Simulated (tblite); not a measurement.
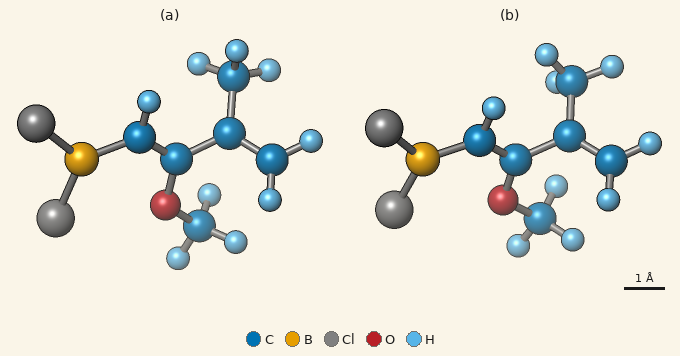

The structure of C$_{6}$H$_{9}$BCl$_{2}$O before (left) and after (right) a relaxation, at one scale.

A ball-and-stick model, seen from a free direction.

Method: tblite 0.8.0, GFN2-xTB geometry optimisation, gas phase. 

Question: Describe what moved and what it gained.

Answer: Over 135 geometry steps the energy falls by 0.576 eV. An H atom moves most after the best rigid fit: 0.94 Å. By element the largest moves are H 0.94 Å, Cl 0.29 Å, C 0.22 Å, O 0.16 Å, B 0.11 Å. Among the contacts that change: B–Cl 1.854 → 1.723 Å, C–O 1.415 → 1.340 Å, B–C 1.578 → 1.526 Å, C–H 1.127 → 1.089 Å. Among the angles between lasting bonds that change: C–C–C 119.5° → 115.0°, C–C–H 119.1° → 114.8°, C–O–C 124.1° → 119.9°. Groups turn about C–C by about 40°. Cost: 2.3 s on 1 thread of Arm Neoverse N1, on a shared host.
